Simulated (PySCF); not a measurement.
## Run report: C8H10O3Si, NMR shielding calculation

System: C8H10O3Si, SMILES COC(=O)C1=C(C(C)=O)C=C[SiH2]1.
Method: GIAO PBE0/6-31G* NMR shielding, non-relativistic, gas phase (PySCF 2.14.0).

The geometry comes from this level: GFN2-xTB. Figures and captions count atoms from 1; the log counts them from 0 in places.

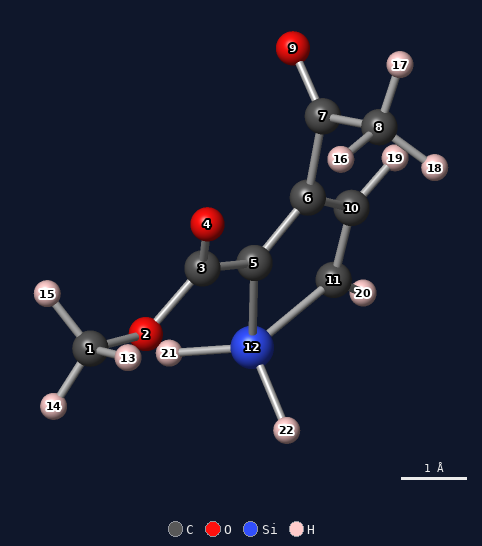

Figure 1. The structure as given in the input (ball-and-stick view, seen at a tilt; atoms are numbered from 1 in the order of the input). Bond lengths as drawn: C–C 1.34 to 1.50 Å, C–H 1.08 to 1.09 Å, C–O 1.21 to 1.42 Å, C–Si 1.89 Å and H–Si 1.46 Å.

### Summary

```tsv
quantity	value
outcome	converged
total energy	−825.247445 hartree
HOMO	−6.97 eV
LUMO	−2.22 eV
dipole moment	3.60 D
isotropic shielding, C	−1.5 to 165.5 ppm
isotropic shielding, O	−288.9 to 160.6 ppm
isotropic shielding, Si	432.5 ppm
isotropic shielding, H	25.4 to 30.4 ppm
hardware	1 CPU thread, shared host
wall time	41 s
peak memory	0.93 GiB
```

### The input
```
{"job": {"xc": "PBE0", "basis": "6-31G*", "kind": "nmr", "pop": false}, "charge": 0, "multiplicity": 1}
C      3.341838    -1.128159    -0.782478
O      2.294373    -0.179654    -0.667253
C      1.064722    -0.673838    -0.408772
O      0.850454    -1.854917    -0.262426
C      0.118017     0.424115    -0.309007
C     -1.228248     0.316210    -0.275866
C     -2.028095    -0.943081    -0.371581
C     -2.039804    -1.764100     0.886953
O     -2.627833    -1.234699    -1.375325
C     -1.946230     1.585318    -0.193963
C     -1.196341     2.694673    -0.167214
Si     0.638008     2.240395    -0.277195
H      3.390247    -1.751257     0.113370
H      4.258975    -0.557370    -0.902713
H      3.176765    -1.773086    -1.648434
H     -1.065191    -2.244448     0.964655
H     -2.813300    -2.525417     0.833204
H     -2.181504    -1.130385     1.759613
H     -3.026370     1.570528    -0.165658
H     -1.639511     3.674195    -0.104676
H      1.258313     2.683330    -1.520733
H      1.390307     2.591031     0.925327
```

The first line tells a small driver script what to run in PySCF; the rest is the geometry in Å.

Launched with:
```bash
OMP_NUM_THREADS=1 python <driver script> task.json out
```

### The program's output
```
coarse grid: 19776 points
cycle   1  E = -825.0894656343  dE =  2.141e+00  |g| = 1.152e+00  |ddm| = 4.742e+00
cycle   2  E = -824.2333096378  dE =  8.562e-01  |g| = 2.357e+00  |ddm| = 3.013e+00
cycle   3  E = -825.3289424006  dE = -1.096e+00  |g| = 3.709e-01  |ddm| = 2.352e+00
cycle   4  E = -825.3585244384  dE = -2.958e-02  |g| = 1.077e-01  |ddm| = 4.398e-01
cycle   5  E = -825.3604795254  dE = -1.955e-03  |g| = 3.758e-02  |ddm| = 9.392e-02
cycle   6  E = -825.3607886208  dE = -3.091e-04  |g| = 1.009e-02  |ddm| = 4.300e-02
cycle   7  E = -825.3608103623  dE = -2.174e-05  |g| = 4.580e-03  |ddm| = 1.455e-02
cycle   8  E = -825.3608147674  dE = -4.405e-06  |g| = 1.587e-03  |ddm| = 5.092e-03
final grid: 188936 points
cycle   9  E = -825.2473965071  dE = -1.326e-05  |g| = 1.505e-02  |ddm| = 3.435e-02
cycle  10  E = -825.2472986751  dE =  9.783e-05  |g| = 2.679e-02  |ddm| = 3.344e-02
cycle  11  E = -825.2474425852  dE = -1.439e-04  |g| = 3.477e-03  |ddm| = 2.298e-02
cycle  12  E = -825.2474449955  dE = -2.410e-06  |g| = 5.023e-04  |ddm| = 2.841e-03
cycle  13  E = -825.2474450463  dE = -5.085e-08  |g| = 1.251e-04  |ddm| = 5.339e-04
cycle  14  E = -825.2474450496  dE = -3.279e-09  |g| = 4.107e-05  |ddm| = 1.549e-04
cycle  15  E = -825.2474450500  dE = -3.442e-10  |g| = 1.913e-05  |ddm| = 5.752e-05
```

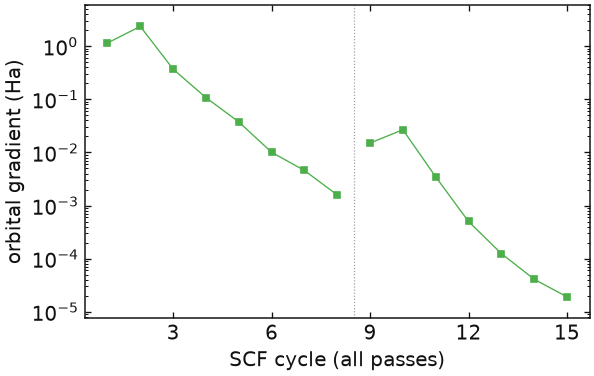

Figure 2. Convergence of the self-consistent field: orbital gradient against the SCF cycle. The dotted line marks the change from a coarse to the final integration grid. The first 8 cycles use a coarse grid, the final grid takes over at cycle 9, and the field converges after 15 cycles in all.

```
converged SCF energy = -825.2474450500

GIAO shielding tensors (ppm)
atom      isotropic    diamagn.    paramagn.     s11        s22        s33       span
  0 C      145.338     242.281     -96.942    117.924    131.368    186.723     68.799
  1 O      160.620     398.703    -238.083     -1.096    219.360    263.596    264.692
  2 C       38.789     252.938    -214.149    -45.188     69.904     91.650    136.838
  3 O      -37.536     404.043    -441.579   -281.694   -161.904    330.989    612.682
  4 C       74.752     262.384    -187.633     12.816     63.605    147.835    135.019
  5 C       30.269     260.853    -230.584    -73.422     30.926    133.303    206.726
  6 C       -1.480     248.748    -250.227    -81.726    -33.889    111.176    192.901
  7 C      165.524     256.671     -91.147    144.007    152.985    199.579     55.572
  8 O     -288.907     393.706    -682.613   -875.356   -349.870    358.505   1233.861
  9 C       54.460     255.678    -201.218    -48.810     62.840    149.350    198.160
 10 C       63.678     260.575    -196.897    -32.181     42.726    180.488    212.669
 11 Si     432.500     888.870    -456.370    367.591    442.123    487.784    120.193
 12 H       28.312      28.185       0.126     24.637     26.529     33.768      9.131
 13 H       28.837      28.224       0.613     24.926     27.645     33.941      9.016
 14 H       28.585      27.797       0.788     24.734     26.548     34.474      9.740
 15 H       28.600      31.995      -3.396     23.871     28.916     33.012      9.141
 16 H       30.431      30.020       0.411     27.746     28.122     35.425      7.680
 17 H       30.244      32.037      -1.793     27.247     30.915     32.569      5.322
 18 H       25.432      28.902      -3.470     23.370     24.574     28.353      4.983
 19 H       26.128      27.550      -1.422     25.296     25.949     27.141      1.844
 20 H       27.478      31.418      -3.940     23.955     26.123     32.358      8.403
 21 H       27.470      31.988      -4.518     24.192     26.028     32.191      7.999
```

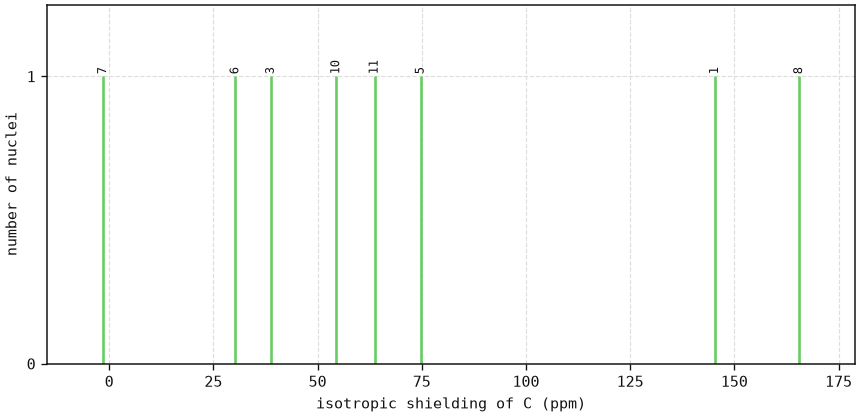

Figure 3. Isotropic shieldings of the carbon nuclei in this fixed geometry, labelled by atom number; shielding grows to the right, so chemical shift grows to the left. The least shielded is C7 (−1.5 ppm), the most shielded C8 (165.5 ppm).
